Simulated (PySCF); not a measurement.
**C7H11OPSi: density, localisation and related maps**

```xyz
21

C     3.3259    0.8321   -0.0888
C     2.0250    0.6276   -0.1961
P     1.2035   -0.3946    1.0646
O     2.1331   -0.8866    2.0897
C     0.3200   -1.6836    0.1657
C    -0.9743   -1.5986   -0.1184
C    -1.8459   -0.4330    0.1572
Si   -2.0206    0.6151   -1.4564
C    -1.4108    0.4532    1.2615
C    -0.1645    0.5943    1.6978
H     3.8630    0.3915    0.7367
H     3.8929    1.4240   -0.7902
H     1.4297    1.0394   -0.9973
H     0.8898   -2.5818   -0.0330
H    -1.4705   -2.4288   -0.6089
H    -2.8559   -0.7951    0.3765
H    -2.9620    1.6977   -1.1736
H    -2.5433   -0.2700   -2.4964
H    -0.7160    1.1474   -1.8347
H    -2.2061    1.0315    1.7189
H     0.0780    1.2355    2.5350
```

Geometry: GFN2-xTB.

Level of theory: PySCF 2.14.0, PBE0/pcSseg-1, SCF density, gas phase, non-relativistic.

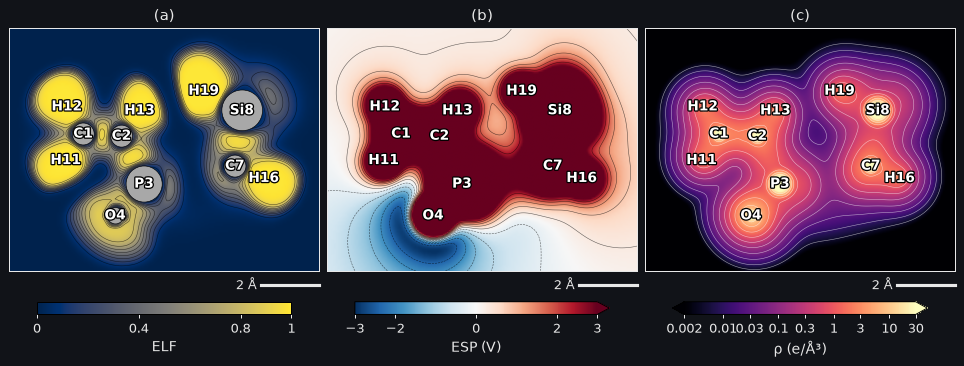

Figure 1. (a) ELF; (b) electrostatic potential; (c) total electron density on the plane of atoms C2, P3 and O4. Grey discs cover the atomic cores in the ELF map.

Q: Describe what can be read from this map.

A: The plane passes through C, P, O, Si and H nuclei.
C–C (1.32 Å): ρ is about 2.3 e/Å³ halfway; the ELF peaks at about 0.95 between the atoms (a multiple bond).
P–O (1.47 Å): the density is about 1.9 e/Å³ at the midpoint; the ELF peaks at about 0.80 between the atoms, as expected for a short, strongly polar bond.
C–P (1.82 Å): ρ at the midpoint is about 1.2 e/Å³; the ELF peaks at about 0.95 between the atoms, as expected for localised, covalent bonding.
C–Si (1.93 Å): ρ is about 0.85 e/Å³ halfway; the ELF peaks at about 0.95 between the atoms: a shared electron pair.
C–H (1.08 Å): ρ at the midpoint is about 2 e/Å³; the ELF climbs to about 1 towards the hydrogen, as it does in any bond to H; an ordinary covalent bond to hydrogen.
The ELF also peaks beside O4, away from the bonds: lone-pair regions.
Outside the dense part of the molecule the potential is most negative (−3.0 V) near O4.

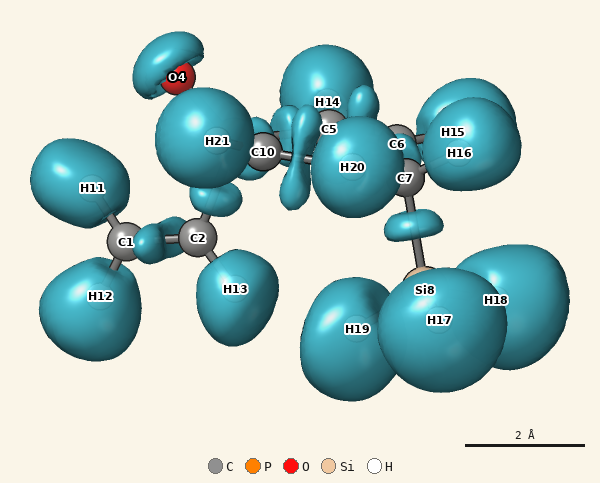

Figure 2. Isosurface of the ELF at 0.85 (cyan), seen at a tilt. Core shells and regions of very low density are left out.

Q: Identify the bonds, lone pairs and shells in this picture.

A: The ELF exceeds this value in five regions between bonded C–C atoms (shared pairs), three regions between bonded C–P atoms (shared pairs), one region between bonded C–Si atoms (shared pairs), eleven regions around hydrogen nuclei and one lobe on O, pointing away from the bonds (lone pairs, which may merge into one lobe).

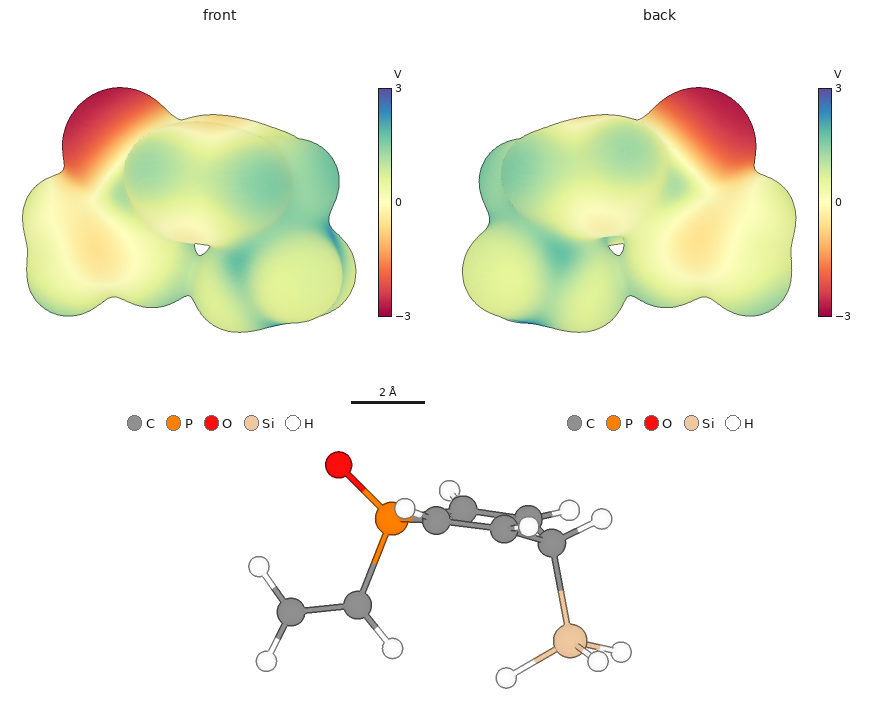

Figure 3. The molecular electrostatic potential painted on the density surface at 0.004 e/bohr³, seen from the front and from behind; red is negative and blue positive. The bare structure is drawn below in the same view.

Q: Describe the electrostatic potential map.

A: The most negative region (about −2.7 V) lies over O4, the most positive (about +2.1 V) over Si8. O4 is the likeliest acceptor of a hydrogen bond.
